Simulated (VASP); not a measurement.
Band structure of GaP (zinc blende). Method: r2SCAN meta-GGA, VASP's PBE PAW potentials (set 64) (plane waves; VASP 6.6.1).

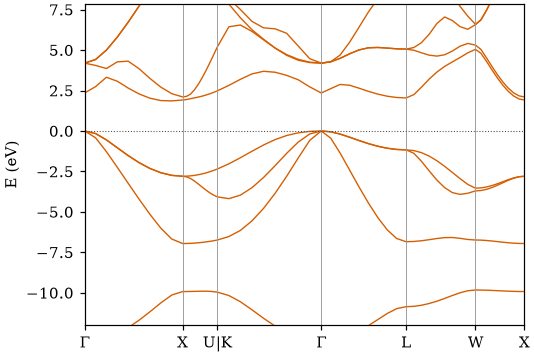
Bands along high-symmetry lines, zero at the valence-band maximum or, without a gap, the Fermi level

Q: Read the plot: is there a gap, and where are the band edges?

A: The gap is indirect, 1.86 eV, from the valence maximum at Γ to the conduction minimum at (0.44, 0.44, 0.00).

Measured: gap 2.43 eV (computed value off by -0.57 eV), as given by Wei Chen et al., Physical Review Materials (2018), doi:10.1103/physrevmaterials.2.073803 [zero-point renormalisation of 0.08 eV added back (the table's ZPR column)].

The compound is GaP in the zinc blende structure. The cell was not relaxed at this level.
